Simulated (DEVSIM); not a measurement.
Structure: Al/Al2O3/n-InP capacitor, at 300 K.

| layer (left to right) | material | thickness (nm) | Nd (cm⁻³) |
|---|---|---|---|
| 1 | Al2O3 | 4.70 | - |
| 2 | InP | 4000 | 2.4e16 |

Metal gate on the left, work function 4.1 eV. Fixed charge at the semiconductor interface 1.9e10 cm⁻² (in units of +e); no interface traps.

The device is made up for the run: typed textbook-type constants, with dimensions and the other settings drawn at random. Values at 300 K.

```tsv
parameter	Al2O3	InP
gap (eV)	6.8	1.344
affinity (eV)	1.35	4.38
permittivity	9	12.5
Nc (cm⁻³)	-	5.7e17
Nv (cm⁻³)	-	1.1e19
```

Simulated with DEVSIM: 1D Poisson equation in equilibrium, Boltzmann statistics, complete ionisation; no quantum confinement or tunnelling. Metal contacts follow the ideal Schottky-Mott rule: no Fermi-level pinning, no interface dipoles.

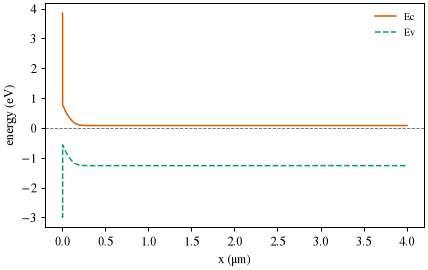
Figure: Band edges at -1.1 V on the gate

Energies count from the Fermi level of the right contact; mesh points crowd at the junctions.

| x (μm) | Ec (eV) | Ev (eV) | n (cm⁻³) | p (cm⁻³) | field (V/cm) |
|---|---|---|---|---|---|
| 0.000 | 3.850 | -2.950 | < 1e2 | < 1e2 | -98000 |
| 0.001113 | 3.839 | -2.961 | < 1e2 | < 1e2 | -98000 |
| 0.002656 | 3.824 | -2.976 | < 1e2 | < 1e2 | -98000 |
| 0.004015 | 3.811 | -2.990 | < 1e2 | < 1e2 | -98000 |
| 0.005469 | 0.769 | -0.575 | 70000 | 2.4e9 | -68000 |
| 0.007745 | 0.753 | -0.591 | 130000 | 1.3e9 | -67000 |
| 0.01240 | 0.722 | -0.622 | 420000 | 4.0e8 | -65000 |
| 0.02888 | 0.619 | -0.725 | 2.2e7 | 7400000 | -60000 |
| 0.05693 | 0.466 | -0.878 | 8.5e9 | 19000 | -50000 |
| 0.1199 | 0.221 | -1.123 | 1.1e14 | < 1e2 | -28000 |
| 0.2572 | 0.084 | -1.260 | 2.2e16 | < 1e2 | -770 |
| 0.7046 | 0.082 | -1.262 | 2.4e16 | < 1e2 | ≈ 0 |
| 1.532 | 0.082 | -1.262 | 2.4e16 | < 1e2 | ≈ 0 |
| 2.802 | 0.082 | -1.262 | 2.4e16 | < 1e2 | ≈ 0 |
| 3.570 | 0.082 | -1.262 | 2.4e16 | < 1e2 | ≈ 0 |
| 3.806 | 0.082 | -1.262 | 2.4e16 | < 1e2 | ≈ 0 |
| 3.914 | 0.082 | -1.262 | 2.4e16 | < 1e2 | ≈ 0 |
| 3.964 | 0.082 | -1.262 | 2.4e16 | < 1e2 | ≈ 0 |
| 3.991 | 0.082 | -1.262 | 2.4e16 | < 1e2 | ≈ 0 |
| 3.999 | 0.082 | -1.262 | 2.4e16 | < 1e2 | ≈ 0 |
| 4.003 | 0.082 | -1.262 | 2.4e16 | < 1e2 | ≈ 0 |
| 4.005 | 0.082 | -1.262 | 2.4e16 | < 1e2 | ≈ 0 |
